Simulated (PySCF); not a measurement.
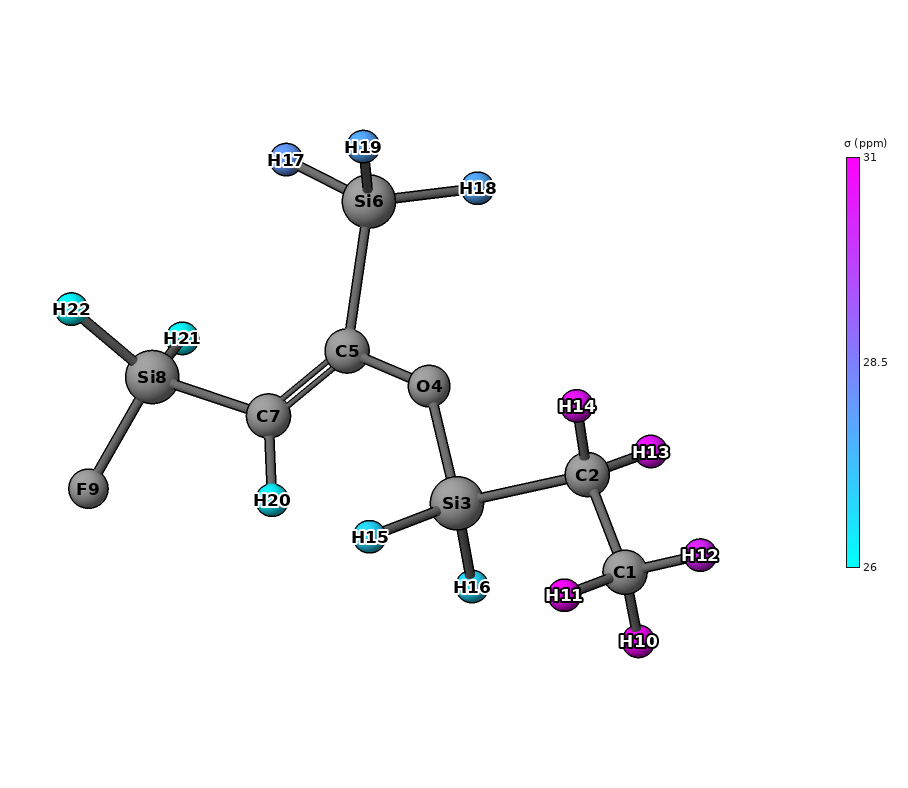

Atoms are coloured by their isotropic NMR shieldings (H only, the others grey). The computed structure is the end point of a GFN2-xTB optimisation. No frequency run is at hand to confirm it as a minimum. Method: GIAO PBE0/pcSseg-1 NMR shielding, non-relativistic, gas phase (PySCF 2.14.0).

Give the isotropic NMR shieldings of the H atoms atom by atom.

```csv
atom,σ (ppm)
H10,30.91
H11,30.88
H12,30.30
H13,30.56
H14,30.60
H15,26.78
H16,26.70
H17,27.97
H18,27.67
H19,27.67
H20,26.32
H21,26.16
H22,26.15
```

The geometry is semi-empirical. Around Si such bond lengths and angles can be off by a tenth of an ångström or more and by several degrees, and values that hang on the shape move with them.
